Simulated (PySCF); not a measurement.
# PO3: a changed input and its effect

System: PO3 (metaphosphate (po31-) (8ci,9ci)), charge −1, SMILES O=P(=O)[O-].
Method of the first run: GIAO PBE0/pcSseg-1 NMR shielding, non-relativistic, IEF-PCM tetrahydrofuran (PySCF 2.14.0).

The geometry comes from this level: PBE0-D3(BJ)/def2-SVP. Text and figures count atoms from 1; the logs count them from 0 in places.

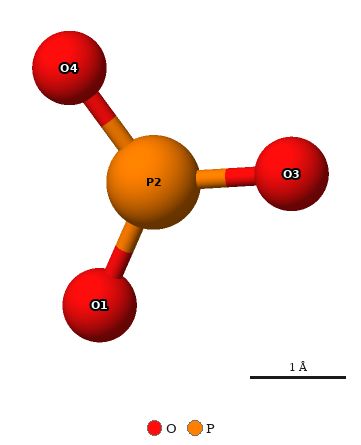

The structure as given in the input (ball-and-stick view, seen at a tilt; atoms are numbered from 1 in the order of the input).

### The input, the first run
```
{"job": {"kind": "nmr", "xc": "PBE0", "basis": "pcSseg-1", "solvent": "tetrahydrofuran", "pop": false}, "charge": -1, "multiplicity": 1}
O     -0.427793    -1.358837    -0.491620
P      0.009087    -0.006094    -0.009003
O     -0.421300     1.229562    -0.745698
O      0.876741     0.109839     1.210878
```

The first line tells a small driver script what to run in PySCF; the rest is the geometry in Å.

Launched with:
```bash
OMP_NUM_THREADS=1 python <driver script> task.json out
```

Hardware: 1 CPU thread, shared host.

### Output (the first run)
```
coarse grid: 4888 points
cycle   1  E = -566.4976147029  dE =  6.796e-01  |g| = 1.275e+00  |ddm| = 2.356e+00
cycle   2  E = -566.1024519434  dE =  3.952e-01  |g| = 1.953e+00  |ddm| = 1.841e+00
cycle   3  E = -566.7856552092  dE = -6.832e-01  |g| = 6.438e-02  |ddm| = 1.219e+00
cycle   4  E = -566.7865815028  dE = -9.263e-04  |g| = 2.209e-02  |ddm| = 9.158e-02
cycle   5  E = -566.7866701158  dE = -8.861e-05  |g| = 3.062e-03  |ddm| = 2.001e-02
cycle   6  E = -566.7866719438  dE = -1.828e-06  |g| = 5.164e-04  |ddm| = 2.570e-03
final grid: 45552 points
cycle   7  E = -566.8419073639  dE = -4.078e-06  |g| = 8.883e-03  |ddm| = 1.030e-02
cycle   8  E = -566.8418924749  dE =  1.489e-05  |g| = 1.284e-02  |ddm| = 1.077e-02
cycle   9  E = -566.8419197665  dE = -2.729e-05  |g| = 9.095e-04  |ddm| = 7.074e-03
cycle  10  E = -566.8419199156  dE = -1.491e-07  |g| = 2.394e-04  |ddm| = 8.171e-04
cycle  11  E = -566.8419199251  dE = -9.454e-09  |g| = 7.364e-05  |ddm| = 1.738e-04
cycle  12  E = -566.8419199260  dE = -9.826e-10  |g| = 2.745e-06  |ddm| = 4.233e-05
converged SCF energy = -566.8419199260

GIAO shielding tensors (ppm)
atom      isotropic    diamagn.    paramagn.     s11        s22        s33       span
  0 O      133.497     400.244    -266.747     40.423    133.722    226.346    185.923
  1 P      216.731     970.041    -753.310    187.312    231.267    231.613     44.300
  2 O      133.534     400.260    -266.726     40.307    133.578    226.717    186.410
  3 O      133.493     400.258    -266.765     40.394    133.628    226.457    186.063
```

The input of the second run differs as follows (lines with − go, lines with + come):
```diff
-"solvent": "tetrahydrofuran"
-"pop": false
+"solvent": "chloroform"
+"pop": true
```

Predict how the results change.

The total energy of the second run is 5.1 kcal/mol higher: the change of the electrostatic solvation energy at this fixed geometry, without cavity or dispersion terms. The HOMO goes from −6.48 to −6.07 eV. The LUMO goes from 1.10 to 1.49 eV. Of all shieldings, the largest change is that of O1, O3 and O4, by −1.0 ppm. The number of SCF iterations is the same.

### Output (the second run)
```
coarse grid: 4888 points
cycle   1  E = -566.4886432536  dE =  6.886e-01  |g| = 1.276e+00  |ddm| = 2.356e+00
cycle   2  E = -566.0880707050  dE =  4.006e-01  |g| = 1.962e+00  |ddm| = 1.849e+00
cycle   3  E = -566.7775493709  dE = -6.895e-01  |g| = 6.582e-02  |ddm| = 1.227e+00
cycle   4  E = -566.7785152118  dE = -9.658e-04  |g| = 2.248e-02  |ddm| = 9.319e-02
cycle   5  E = -566.7786071627  dE = -9.195e-05  |g| = 3.117e-03  |ddm| = 2.036e-02
cycle   6  E = -566.7786090487  dE = -1.886e-06  |g| = 5.891e-04  |ddm| = 2.630e-03
final grid: 45552 points
cycle   7  E = -566.8338441749  dE = -4.032e-06  |g| = 8.905e-03  |ddm| = 1.032e-02
cycle   8  E = -566.8338289797  dE =  1.520e-05  |g| = 1.291e-02  |ddm| = 1.083e-02
cycle   9  E = -566.8338566284  dE = -2.765e-05  |g| = 9.577e-04  |ddm| = 7.139e-03
cycle  10  E = -566.8338567902  dE = -1.619e-07  |g| = 2.824e-04  |ddm| = 8.436e-04
cycle  11  E = -566.8338568040  dE = -1.378e-08  |g| = 6.535e-05  |ddm| = 1.956e-04
cycle  12  E = -566.8338568048  dE = -7.790e-10  |g| = 2.758e-06  |ddm| = 3.829e-05
converged SCF energy = -566.8338568048

GIAO shielding tensors (ppm)
atom      isotropic    diamagn.    paramagn.     s11        s22        s33       span
  0 O      132.490     400.208    -267.719     39.327    133.004    225.138    185.811
  1 P      216.623     970.078    -753.455    187.257    231.138    231.474     44.217
  2 O      132.534     400.225    -267.691     39.222    132.864    225.517    186.295
  3 O      132.490     400.223    -267.732     39.306    132.912    225.253    185.948
```

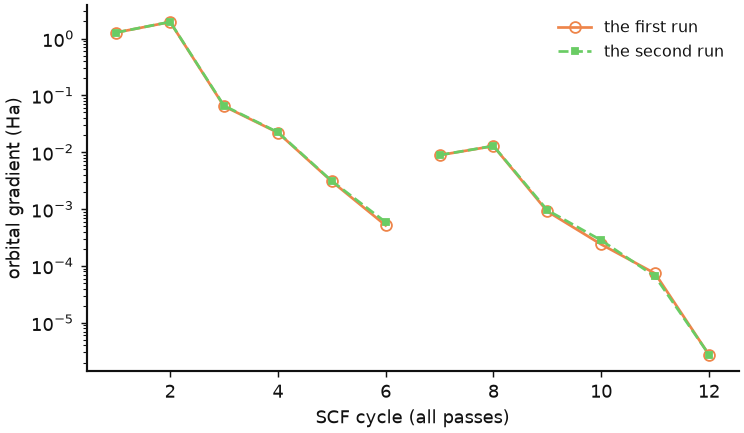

Convergence of the two runs: orbital gradient against the SCF cycle. A break in a curve parts two SCF passes (coarse and final grid). The first run takes 12 cycles in all, and the second run takes 12.

### The two runs side by side

| quantity | the first run | the second run |
| --- | --- | --- |
| outcome | converged | converged |
| total energy (hartree) | −566.841920 | −566.833857 |
| HOMO (eV) | −6.48 | −6.07 |
| LUMO (eV) | 1.10 | 1.49 |
| shielding of O1 (ppm) | 133.5 | 132.5 |
| shielding of P2 (ppm) | 216.7 | 216.6 |
| shielding of O3 (ppm) | 133.5 | 132.5 |
| shielding of O4 (ppm) | 133.5 | 132.5 |
| SCF iterations | 12 | 12 |
| basis functions | 75 | 75 |
| wall time (shared host) | 2 s | 2.7 s |
